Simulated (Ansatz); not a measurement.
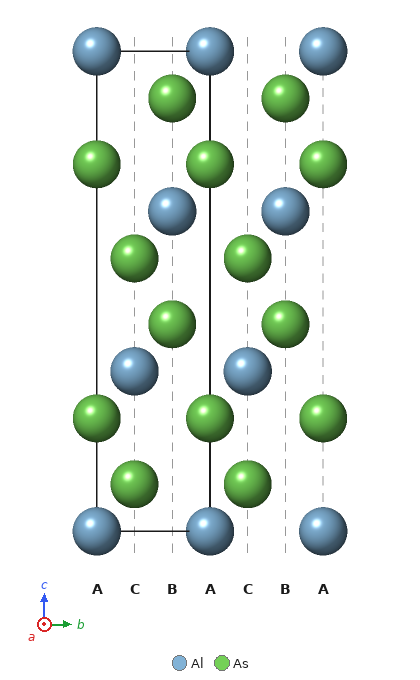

Projection along an edge of the hexagonal mesh, stacking direction c upwards. The dashed lines mark the three columns A (0, 0), B (1/3, 2/3) and C (2/3, 1/3). The sequence starts with the first layer at or above the cell's origin.

System AlAs₂ (space group R-3m, No. 166); source of the atomic positions: the end point of a relaxation with Ansatz, DFT PBE, scalar-relativistic, plane waves, PAW; the starting structure was generated, so it need not be a known form of this composition.

List the layers of one repeat.

Al(A) – As(C) – As(A) – Al(C) – As(B) – As(C) – Al(B) – As(A) – As(B) (nine layers in 14.16 Å).

How are the As layers alone stacked?

As layers alone: CABCAB, the cubic type.

Which positions between or in the As layers do the other atoms fill?

Al: three octahedral sites (per hexagonal cell). Three of the six gaps between As layers are empty, 1.94 Å wide.

Heights of the layers:

```
layer  atoms (column)  height (Å)  to next (Å)
    1           Al(A)        0.00         1.39
    2           As(C)        1.39         1.94
    3           As(A)        3.33         1.39
    4           Al(C)        4.72         1.39
    5           As(B)        6.11         1.94
    6           As(C)        8.05         1.39
    7           Al(B)        9.44         1.39
    8           As(A)       10.82         1.94
    9           As(B)       12.77         1.39
```
